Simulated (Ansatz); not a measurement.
Bands of a (8,0) AlN nanotube, along its axis.

Calculation: PBE (plane waves to 420 eV, PAW; Ansatz, a quantum-chemistry and plane-wave program). Mesh 1×1×6. No spin polarisation. One-dimensional cell, images about 11 Å apart. A hypothetical model, rolled from the flat sheet. Only distortions within the start's symmetry and period were free.

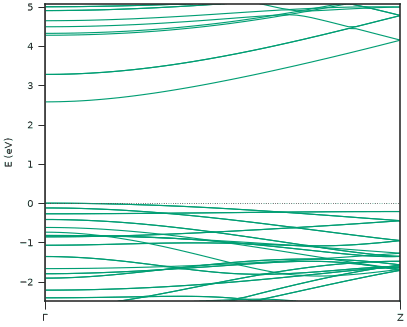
Fig. 1. Bands from the zone centre to the zone edge (period 5.37 Å); the dotted line marks the highest filled level

### Question
Is it a metal or a semiconductor at this level? Give what the bands show.

### Answer
A semiconductor in PBE.
| Property | Result |
|---|---|
| PBE gap | 2.58 eV, direct at Γ |
